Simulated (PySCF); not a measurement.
Vertical excitations of a molecule C2H7NOSi2 from TDDFT-PBE/def2-SVPD (PySCF 2.14.0), as energy in eV (oscillator strength): 4.98 (0.004), 5.31 (0.083), 5.53 (0.000), 5.80 (0.012), 5.98 (0.042), 6.17 (0.001), 6.34 (0.010), 6.55 (0.014), 6.61 (0.018), 6.69 (0.000). Lowest triplet (TDA): 4.39 eV. Geometry optimised at PBE0-D3(BJ)/def2-SVP. One conformer was computed; it need not be the lowest.

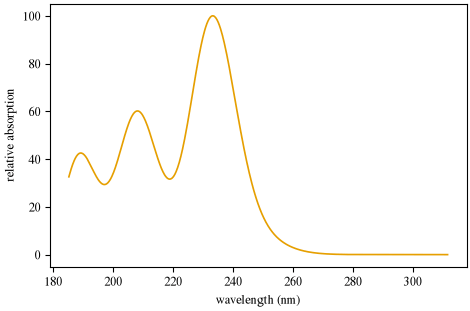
*The lines broadened by 0.4 eV.*

Pick the molecule that these values belong to.
(A) [SiH3]C1=NC[SiH2]O1
(B) [SiH3]C1=N[C@@H]([SiH3])O1
(C) O[Si@H]1C[SiH2]C=N1
(D) [SiH3][SiH2]C1=NCO1

A, [SiH3]C1=NC[SiH2]O1
